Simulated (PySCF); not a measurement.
**C4H4N2, SMILES `c1ccnnc1`: what the electrons do**

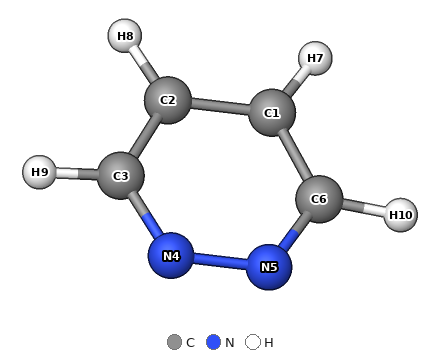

The molecule, with its atoms numbered as below. No frequency check shows the geometry to be a minimum.

Cartesian coordinates (Å):

```
C1       0.6903    1.1702    0.0000
C2      -0.6903    1.1702    0.0000
C3      -1.3174   -0.0753    0.0000
N4      -0.6493   -1.2121    0.0000
N5       0.6493   -1.2121    0.0000
C6       1.3174   -0.0753    0.0000
H7       1.2633    2.0853    0.0000
H8      -1.2633    2.0853    0.0000
H9      -2.3942   -0.1699    0.0000
H10      2.3942   -0.1699    0.0000
```

## 1. Excited states

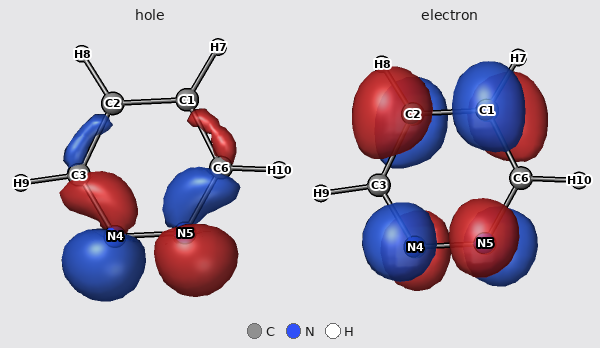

Leading natural transition orbital pair of S₁ (TDA singlet states); the surfaces enclose about 70 % of each orbital's density.

Method: PBE0/cc-pVDZ; geometry: GFN2-xTB; program: PySCF. Without diffuse functions Rydberg states are missing, so the states' numbers hold for this basis only.

**Give its energy, strength and character.**

3.57 eV (347 nm), f = 0.006, n → π*; the leading pair carries 100 %; hole on N4 and N5 (38 % each) and C3 and C6 (8 % each), electron on N4 and N5 (22 % each), C1 and C2 (19 % each) and C3 and C6 (6 % each); their centroids lie 1.1 Å apart. In canonical orbitals it is mainly HOMO → LUMO (99 %). The HOMO–LUMO gap is 5.24 eV.

## 2. Localised orbitals

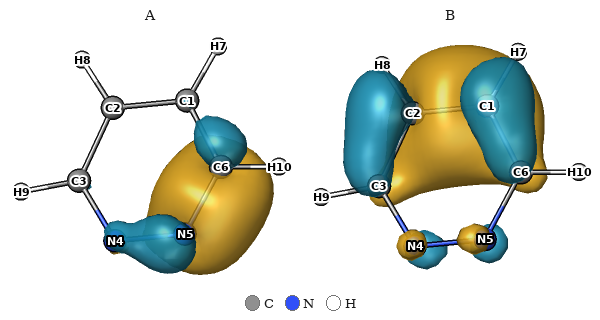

Localised orbitals, occupied; each surface holds about 85 % of the orbital's density. Energies are diagonal elements of the Fock matrix.

Level of theory: B3LYP/def2-SVP (PySCF), at a geometry from GFN2-xTB.

**Identify each orbital.**

By panel:
- A: bent (banana) bond N5–C6 (N5 51 %, C6 41 %; −15.0 eV)
- B: bent (banana) bond C1–C2 (C1 45 %, C2 45 %, C6 3 %; −13.4 eV)

**Which localisation scheme gives orbitals like these: Pipek–Mezey, IBO or Foster–Boys?**

Foster–Boys: it mixes σ and π into equivalent bent bonds, while the other two keep them apart.

**How do all the valence pairs divide up?**

15 pairs: 7 σ bonds, 6 bent bonds and 2 lone pairs.

## 3. Magnetic shielding

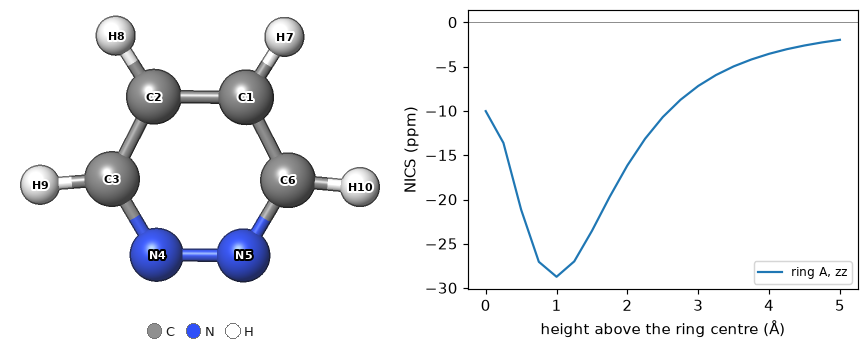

GIAO NICS scans along the ring normals; ring A: 6-membered ring C1/C2/C3/N4/N5/C6.

**Read the scans.**

Ring A is strongly diatropic (aromatic): NICSzz reaches −28.7 ppm at 1.00 Å; NICS(0) = −5.6, NICS(1) = −11.2, NICS(1)zz = −28.7 ppm.
